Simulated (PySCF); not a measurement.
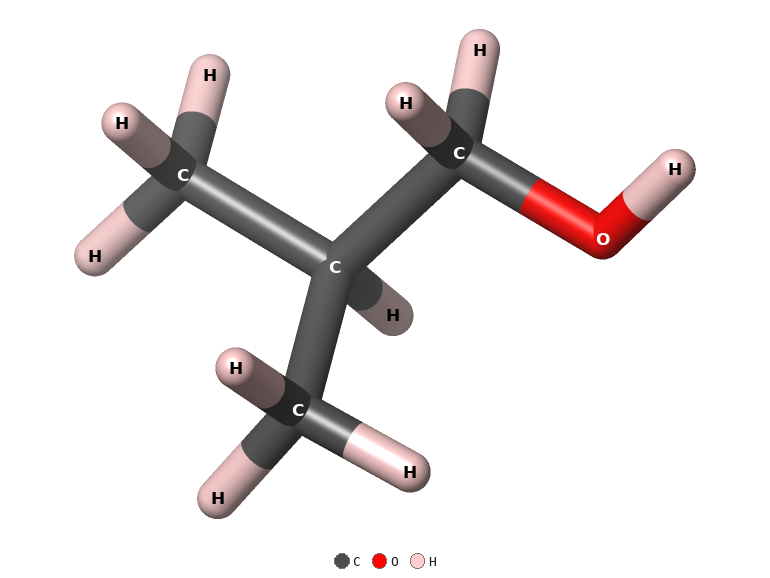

Rendered structure (stick style). Every bond is drawn as one stick, whatever its order.

The computed structure is the end point of a PBE0-D3(BJ)/def2-SVP optimisation. No frequency run is at hand to confirm it as a minimum.

Description:

Formula C4H10O. SMILES: `CC(C)CO`. It has no ring. Among its groups: alcohol. Coordination: 4 C tetrahedral; 1 O bent.

More results for the same structure follow; atom numbers are the same in all pictures, views and colours differ.

## NMR shielding

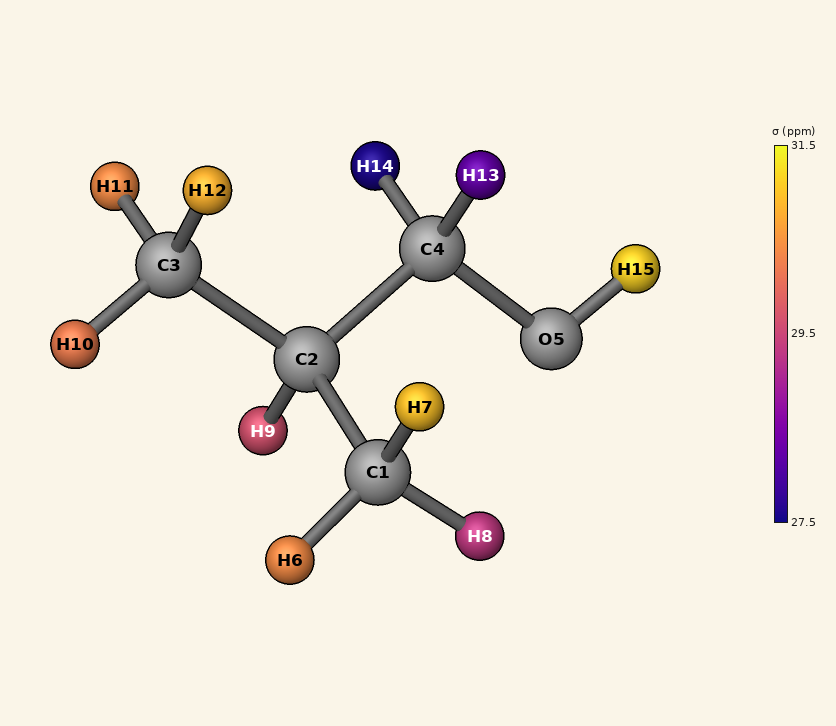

Atoms are coloured by their isotropic NMR shieldings (H only, the others grey). No frequency run is at hand to confirm it as a minimum. Properties computed with GIAO PBE0/pcSseg-1 NMR shielding, non-relativistic, gas phase (PySCF 2.14.0).

Which H atom is the most shielded (lowest chemical shift)?

Answer. H15 (31.14 ppm).

Which H atom is the least shielded (highest chemical shift)?

Answer. H14 (27.58 ppm).

How wide is the range of H shifts?

Answer. 3.56 ppm.

Give the isotropic NMR shieldings of the H atoms atom by atom.

```
atom  σ (ppm)
  H6    30.39
  H7    30.99
  H8    29.34
  H9    29.66
 H10    30.22
 H11    30.40
 H12    30.84
 H13    28.23
 H14    27.58
 H15    31.14
```

## Bond orders

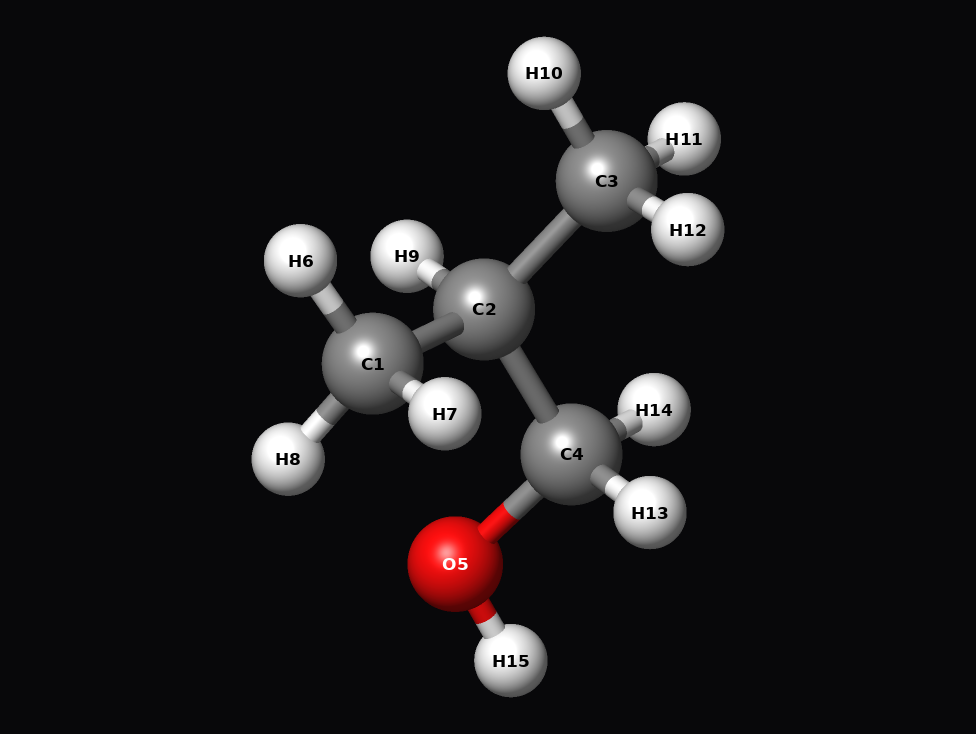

Every bond is drawn as one stick. No frequency run is at hand to confirm it as a minimum. Computed with PBE0/pcSseg-1 (PySCF 2.14.0).

List the Mayer bond orders of C1–C2, C1–H6, C1–H7, C1–H8, C2–C3, C2–C4, C2–H9, C3–H10, C3–H11, C3–H12, C4–O5, C4–H13, C4–H14, O5–H15.

| bond | Mayer order | length (Å) |
| --- | --- | --- |
| C1–C2 | 1.03 | 1.523 |
| C1–H6 | 0.97 | 1.101 |
| C1–H7 | 0.96 | 1.104 |
| C1–H8 | 0.96 | 1.099 |
| C2–C3 | 1.03 | 1.523 |
| C2–C4 | 1.00 | 1.521 |
| C2–H9 | 0.94 | 1.105 |
| C3–H10 | 0.97 | 1.101 |
| C3–H11 | 0.96 | 1.102 |
| C3–H12 | 0.96 | 1.103 |
| C4–O5 | 0.98 | 1.403 |
| C4–H13 | 0.94 | 1.111 |
| C4–H14 | 0.95 | 1.110 |
| O5–H15 | 0.95 | 0.961 |

## Electronic properties

No frequency run is at hand to confirm it as a minimum. Method: B3LYP/pcJ-1, gas phase (PySCF 2.14.0).

Predict the main results.

- dipole moment: 1.50 D
- HOMO energy (Kohn–Sham orbital): −7.45 eV
- LUMO energy (Kohn–Sham orbital): 1.08 eV
- HOMO–LUMO gap: 8.53 eV
